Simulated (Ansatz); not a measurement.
# Work function of Fe(110): what the settings cost and change

How far do functional and pseudopotentials move the work function of Fe(110), and at what cost?

Main program and level: Ansatz 0.2.0; plane-wave DFT, PBE, Ansatz PAW, in the first sound run; inputs show where later runs differ.

The experiments to compare with:

“Anisotropic work function of elemental crystals” (2019, arxiv:1902.07811) quotes from earlier work for Fe (clean (110) face, a compiled value): work function (clean (110) face, a compiled value) 5.12 eV.

This is a report of a sequence of runs, with most program output left out.

**1. Set-up**

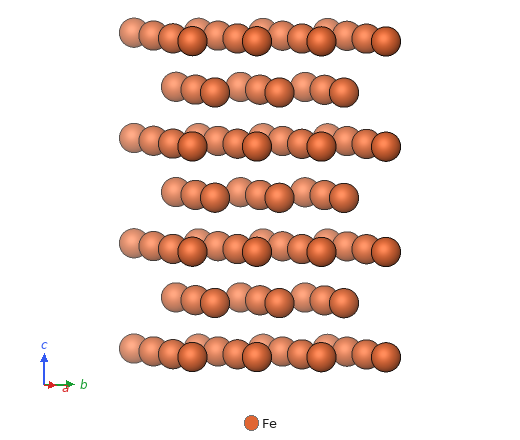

The starting structure, seen from the side, with the c axis up (iron orange). 3×3×1 cells are drawn. Some periodic images of atoms are drawn too.

The cell holds 7 atoms: 7 Fe. Its edges and angles: a = 2.485 Å, b = 2.485 Å, c = 30.176 Å, α = 90.0°, β = 90.0°, γ = 70.5°. Vacuum lies along c.

**2. Slab, setting PBE, Ansatz PAW (420 eV)**

A work function rests on the faint tail of the density, so the SCF threshold is tight. PBE on the default files comes first; the next runs keep the geometry and change functional or files, each at the cutoff that its files recommend; a relaxation and, for heavy metals, spin-orbit coupling close the ladder.

input.yaml reads:

```yaml
crystal:
  lattice:
    - [2.029396462, -1.435, 0.0]
    - [2.029396462, 1.435, 0.0]
    - [0.0, 0.0, 30.176378772]
  atoms:
    - { symbol: Fe, position: [0.0, 0.0, 0.2982465215], spin: 2.5 }
    - { symbol: Fe, position: [0.5, 0.5, 0.365497681], spin: 2.5 }
    - { symbol: Fe, position: [0.0, 0.0, 0.4327488405], spin: 2.5 }
    - { symbol: Fe, position: [0.5, 0.5, 0.5], spin: 2.5 }
    - { symbol: Fe, position: [0.0, 0.0, 0.5672511595], spin: 2.5 }
    - { symbol: Fe, position: [0.5, 0.5, 0.634502319], spin: 2.5 }
    - { symbol: Fe, position: [0.0, 0.0, 0.7017534785], spin: 2.5 }
magnetization:
  spin_polarized: true
kpoints:
  mp_grid: { grid: [17, 17, 1] }
hamiltonian:
  xc: pbe
scf:
  occupations: { method: fermi_dirac, width: 0.1 }
  convergence: { dr2_threshold: 1.0e-09 }
efield:
  axis: 3
  dipole_correction: true
  ramp_position: 0.97
  ramp_width: 0.06
output:
  write_potential: true
  write_density: true
  volumetric_format: npy
  elf: true
```

Command:

```
ansatz run input.yaml --threads 4 --pin off --max-ram 6144MiB --backend cpu --events-out ev --progress --plain --runs-dir out
```

The job ended after 4.1 min (4 threads of Intel Xeon Platinum 8488C (Sapphire Rapids), shared host; peak memory 2.3 GiB; 14 min of CPU time).

This step gave:

```
energy at zero smearing   : -31361.5268 eV
total moment              : 16.73 μB
site moments              : 2.647, 2.390, 2.295, 2.271, 2.295, 2.390, 2.647 μB
work function, upper face : 4.738 eV
```

Running mean over 2.029 Å of the planar mean; the ramp of the sawtooth is left out. The electron's electrostatic potential energy less the Fermi level by z:

```tsv
z (Å)	electron's electrostatic potential energy less the Fermi level (eV)
4	4.74
5	4.73
6	4.67
7	3.90
8	-3.18
9	-9.40
10	-9.48
11	-9.46
12	-9.42
13	-9.40
14	-9.39
15	-9.39
16	-9.39
17	-9.40
18	-9.41
19	-9.45
20	-9.48
21	-9.50
22	-5.04
23	3.42
24	4.63
25	4.73
26	4.74
```

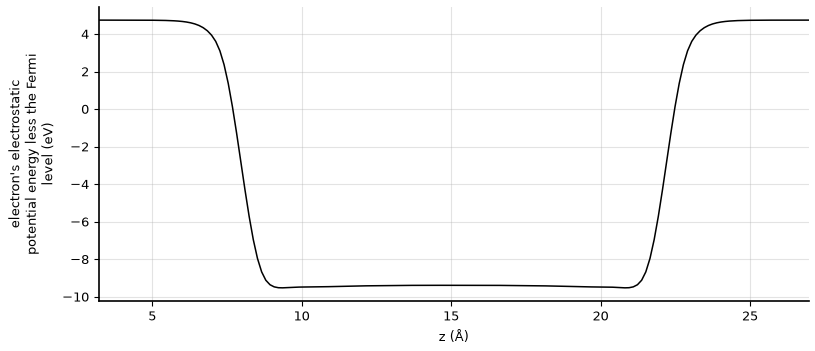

Electron's electrostatic potential energy less the Fermi level against z.

Site moment by atom:

```tsv
atom	site moment (μB)
Fe1	2.65
Fe2	2.39
Fe3	2.29
Fe4	2.27
Fe5	2.29
Fe6	2.39
Fe7	2.65
```

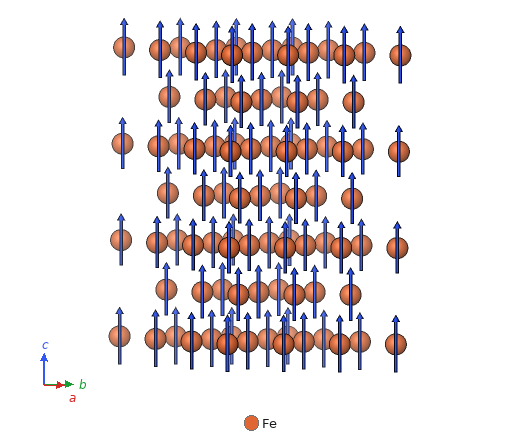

Site moment as arrows, the longest 2.65 μB. Up and down stand for the sign. Arrows give size and sign along the axis of quantisation, drawn up and down the page. 3×3×1 cells are drawn. Some periodic images of atoms are drawn too.

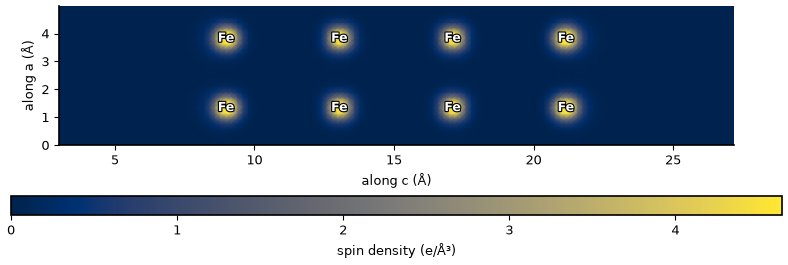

Spin density in the ca plane at fractional y = 0.000, with atoms of Fe within 0.2 Å of it. The map starts off the cell's origin, so that atoms lie inside it. The far vacuum is left out of the map.

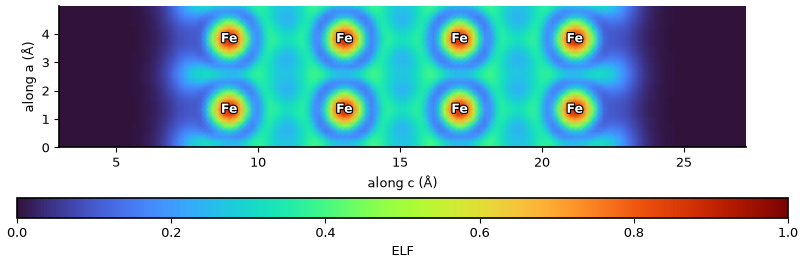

ELF in the ca plane at fractional y = 0.000, with atoms of Fe within 0.2 Å of it. It is the smooth field of the valence electrons, not physical close to the nuclei. The map starts off the cell's origin, so that atoms lie inside it. The far vacuum is left out of the map.

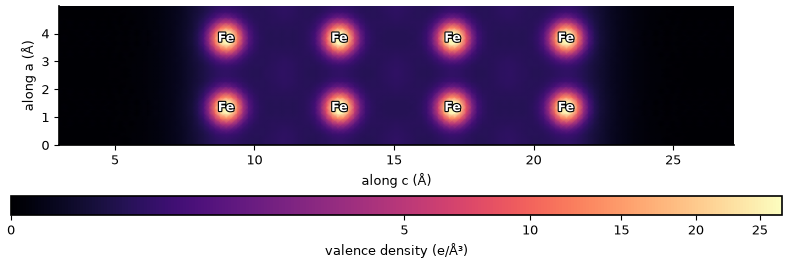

Valence density in the ca plane at fractional y = 0.000, with atoms of Fe within 0.2 Å of it. It is the smooth field of the valence electrons, not physical close to the nuclei. The map starts off the cell's origin, so that atoms lie inside it. The colour scale is stretched toward low values. The far vacuum is left out of the map.

The work function is 4.738 eV.

**3. Slab**

This step: plane-wave DFT, LDA, Ansatz PAW (Ansatz 0.2.0).

Edit input.yaml of step 2 so:

```diff
@@ -18,3 +18,3 @@
 hamiltonian:
-  xc: pbe
+  xc: lda
 scf:
@@ -31,2 +31 @@
   volumetric_format: npy
-  elf: true
```

The job ended after 4.8 min (4 threads; peak memory 2.3 GiB).

The work function is 5.083 eV, +0.345 eV from the run “PBE, Ansatz PAW (420 eV)”, at 1.0 times its CPU time.

**4. Run**

This step: plane-wave DFT, PBEsol, Ansatz PAW (Ansatz 0.2.0).

Edit input.yaml of step 3 so:

```diff
@@ -18,3 +18,3 @@
 hamiltonian:
-  xc: lda
+  xc: pbesol
 scf:
```

It took 3.4 min on 4 threads; peak memory 2.3 GiB.

The work function is 4.847 eV, +0.109 eV from the run “PBE, Ansatz PAW (420 eV)”, at 0.84 times its CPU time.

**5. Run**

This step: plane-wave DFT, RPBE, Ansatz PAW (Ansatz 0.2.0).

Edit input.yaml of step 4 so:

```diff
@@ -18,3 +18,3 @@
 hamiltonian:
-  xc: pbesol
+  xc: rpbe
 scf:
```

Wall time 3.7 min (4 threads); peak memory 2.3 GiB.

The work function is 4.574 eV, -0.164 eV from the run “PBE, Ansatz PAW (420 eV)”, at 0.87 times its CPU time.

**6. Run**

This step: plane-wave DFT, r2SCAN, Ansatz PAW (Ansatz 0.2.0).

Edit input.yaml of step 5 so:

```diff
@@ -18,3 +18,3 @@
 hamiltonian:
-  xc: rpbe
+  xc: r2scan
 scf:
```

Run time: 6 min. Hardware: 4 threads; peak memory 3.1 GiB; 21 min of CPU time.

The work function is 4.846 eV, +0.109 eV from the run “PBE, Ansatz PAW (420 eV)”, at 1.5 times its CPU time.

**7. Slab**

This step: plane-wave DFT, PBE, JTH PAW (Ansatz 0.2.0).

Edit input.yaml of step 6 so:

```diff
@@ -18,3 +18,4 @@
 hamiltonian:
-  xc: r2scan
+  xc: pbe
+  pseudopotentials: { kind: paw, source: jth }
 scf:
```

Elapsed: 6.8 min, on 4 threads; peak memory 5.3 GiB; 25 min of CPU time.

The work function is 4.744 eV, +0.007 eV from the run “PBE, Ansatz PAW (420 eV)”, at 1.8 times its CPU time.

**8. Run**

This step: plane-wave DFT, PBE, norm-conserving (Ansatz 0.2.0).

Edit input.yaml of step 7 so:

```diff
@@ -19,3 +19,3 @@
   xc: pbe
-  pseudopotentials: { kind: paw, source: jth }
+  pseudopotentials: { kind: nc }
 scf:
```

It took 5.6 min on 4 threads; peak memory 5.2 GiB.

The work function is 4.744 eV, +0.006 eV from the run “PBE, Ansatz PAW (420 eV)”, at 1.5 times its CPU time.

**9. Slab**

This step: plane-wave DFT, LDA, norm-conserving (Ansatz 0.2.0).

Edit input.yaml of step 8 so:

```diff
@@ -18,3 +18,3 @@
 hamiltonian:
-  xc: pbe
+  xc: lda
   pseudopotentials: { kind: nc }
```

Wall time 11 min (4 threads); peak memory 5.3 GiB; 36 min of CPU time.

The work function is 5.072 eV, +0.334 eV from the run “PBE, Ansatz PAW (420 eV)”, at 2.5 times its CPU time.

**10. Slab, setting PBE, all layers relaxed**

This step: plane-wave DFT, PBE, Ansatz PAW (Ansatz 0.2.0).

Edit input.yaml of step 9 so:

```diff
@@ -18,4 +18,3 @@
 hamiltonian:
-  xc: lda
-  pseudopotentials: { kind: nc }
+  xc: pbe
 scf:
@@ -28,2 +27,5 @@
   ramp_width: 0.06
+relax:
+  f_tol: 0.01
+  max_steps: 40
 output:
```

Elapsed: 9.8 min, on 4 threads; peak memory 1.8 GiB.

The relaxation took 4 steps and lowered the energy by 0.039 eV; the largest force on the free atoms ends at 5.5e-4 eV/Å.

The work function is 4.722 eV, -0.015 eV from the run “PBE, Ansatz PAW (420 eV)”, at 2.4 times its CPU time.

**11. The series together**

Times are for 4 threads of Intel Xeon Platinum 8488C (Sapphire Rapids), shared host. The series side by side:

```tsv
no.	setting	work function, upper face (eV)	time	memory (GiB)
1	PBE, Ansatz PAW (420 eV)	4.738	4.1 min	2.3
2	LDA, Ansatz PAW (420 eV)	5.083	4.8 min	2.3
3	PBEsol, Ansatz PAW (420 eV)	4.847	3.4 min	2.3
4	RPBE, Ansatz PAW (420 eV)	4.574	3.7 min	2.3
5	r2SCAN, Ansatz PAW (500 eV)	4.846	6 min	3.1
6	PBE, JTH PAW (1320 eV)	4.744	6.8 min	5.3
7	PBE, norm-conserving (1225 eV)	4.744	5.6 min	5.2
8	LDA, norm-conserving (1225 eV)	5.072	11 min	5.3
9	PBE, all layers relaxed	4.722	9.8 min	1.8
```

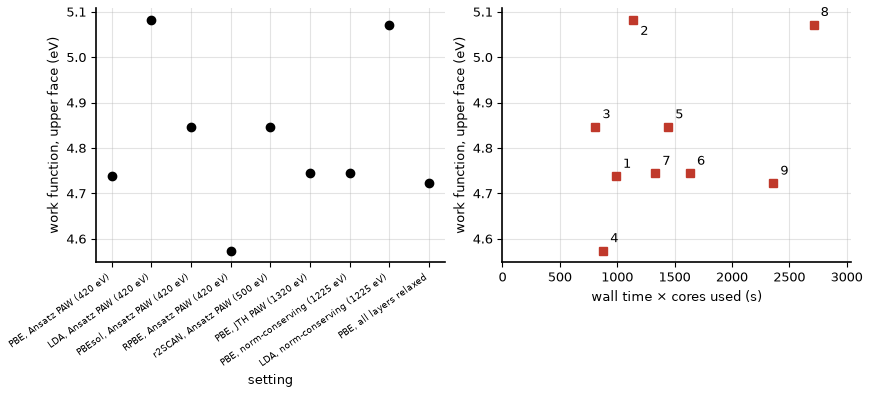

The series as plots; the last panel sets the first result against cost, with the runs numbered as in the table.

**12. Varying the input**

An input spoilt on purpose, to show how the run answers: it repeats the earlier run “PBE, Ansatz PAW (420 eV)” with efield.amplitude to 0 and efield.dipole_correction from true to false, and scf.max_iter set to 80; its output block differs too.

Edit input.yaml of step 10 so:

```diff
@@ -22,10 +22,9 @@
   convergence: { dr2_threshold: 1.0e-09 }
+  max_iter: 80
 efield:
   axis: 3
-  dipole_correction: true
+  dipole_correction: false
   ramp_position: 0.97
   ramp_width: 0.06
-relax:
-  f_tol: 0.01
-  max_steps: 40
+  amplitude: 0
 output:
```

Run time: 0.05 s. Hardware: 4 threads; peak memory 0.043 GiB.

The program refused the input before any cycle.

The program's message: “Error: invalid value for `efield.amplitude`: is zero with dipole_correction: false — the section would apply nothing; set a non-zero amplitude, enable dipole_correction, or remove the block”

The fault put into the input: a field block that applies nothing.

**13. Outcome**

```
work function, PBE, Ansatz PAW (420 eV)    : 4.738 eV
work function, LDA, Ansatz PAW (420 eV)    : 5.083 eV
work function, RPBE, Ansatz PAW (420 eV)   : 4.574 eV
work function, r2SCAN, Ansatz PAW (500 eV) : 4.846 eV
work function, PBE, all layers relaxed     : 4.722 eV
```

In words: PBE on the default files gives 4.74 eV, and the settings tried spread the value from 4.57 to 5.08 eV. At one geometry LDA lies 0.34 eV above PBE. The choice of pseudopotentials moves the PBE value by 0.007 eV. Relaxing the layers changes it by -0.015 eV. The ladder's slabs use the tabulated experimental lattice constant (two decimals; a low-temperature value for the alkali metals). The magnetic order is the one reached from the typed start; other orders were not compared.

Comparison with the measured values:

| quantity | measured | PBE, Ansatz PAW (420 eV) | LDA, Ansatz PAW (420 eV) | PBEsol, Ansatz PAW (420 eV) | RPBE, Ansatz PAW (420 eV) | r2SCAN, Ansatz PAW (500 eV) | LDA, norm-conserving (1225 eV) | PBE, all layers relaxed |
| --- | --- | --- | --- | --- | --- | --- | --- | --- |
| work function (clean (110) face, a compiled value) (eV) | 5.12 | 4.74 (-0.38 eV) | 5.08 (-0.04 eV) | 4.85 (-0.27 eV) | 4.57 (-0.55 eV) | 4.85 (-0.27 eV) | 5.07 (-0.05 eV) | 4.72 (-0.40 eV) |

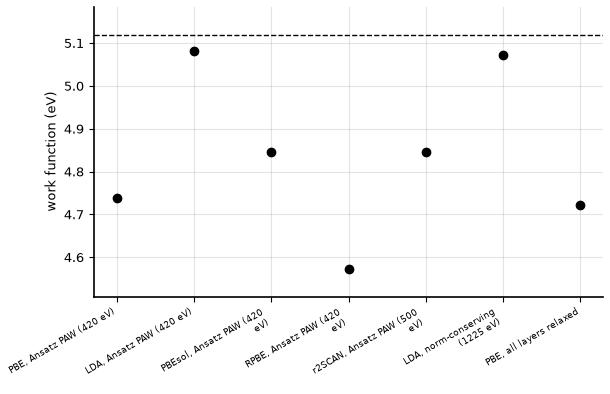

The work function by level; the dashed line is the measured value.

Measured values from arxiv:1902.07811 (2019).

Verdict: For the work function, of the levels listed nearest comes LDA, Ansatz PAW (420 eV) (-0.04 eV, good agreement) and farthest RPBE, Ansatz PAW (420 eV) (-0.55 eV, a clear miss). The grades are ours: good and fair within 3 and 7 % for the work function.

[Logs are printed without paths, hosts, clocks, repeated set-up lines and the standing remarks that a program may print on its own settings, such as how far it seeks lower states.]

[Hosts, paths, dates, database ids (printed as entryN), source tags and the programs' standing remarks are cut or masked in the printed files.]

[Maps of the electrostatic potential energy from Ansatz leave out the sawtooth potential of an applied field or a dipole correction, so their vacuum need not be flat; planar profiles and work functions include it.]
